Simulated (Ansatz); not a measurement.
Cost and result by functional for the surface energy of the (11-20) surface of hcp Sc in its 1x1 cell, outermost plane spacing 1.66 Å in the ideal cut, in Ansatz (plane waves, PAW). Single points on the PBE structure, on one kind of machine; costs are rough ratios of the slab run's core time (references not counted) to the cheapest single point. r2SCAN's cost holds its higher cutoff (500 against 420 eV). Differences are taken against r2SCAN for comparison alone: no measured value is at hand, so the table doesn't rank accuracy.

Model: 14-atom slab, 10.0 Å thick at the start (thin: gaps and levels are the slab's own), 7x7x1 mesh, Fermi-Dirac 0.1 eV, dipole correction, all atoms relaxed; symmetry of the start imposed; no spin, no spin-orbit, no U. These notes are the PBE run's.

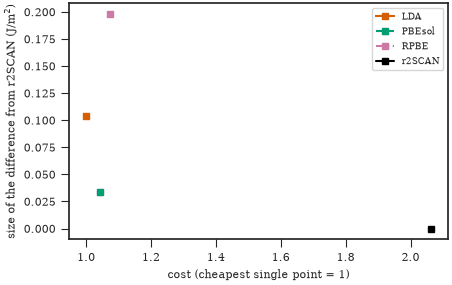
Figure. Difference from r2SCAN against cost

```json
[
 {"functional": "LDA", "relative cost": "1", "surface energy (J/m²)": "1.45", "less r2SCAN (J/m²)": "0.10"},
 {"functional": "PBEsol", "relative cost": "1", "surface energy (J/m²)": "1.38", "less r2SCAN (J/m²)": "0.03"},
 {"functional": "RPBE", "relative cost": "1", "surface energy (J/m²)": "1.15", "less r2SCAN (J/m²)": "-0.20"},
 {"functional": "r2SCAN", "relative cost": "2", "surface energy (J/m²)": "1.35", "less r2SCAN (J/m²)": "0.00"},
 {"functional": "PBE (the relaxed run's value)", "relative cost": "–", "surface energy (J/m²)": "1.26", "less r2SCAN (J/m²)": "-0.09"}
]
```

The values span 0.30 J/m², while the single points' costs differ by a factor of roughly 2. Differences are of unrounded values.

Ansatz is a program for electronic structure.
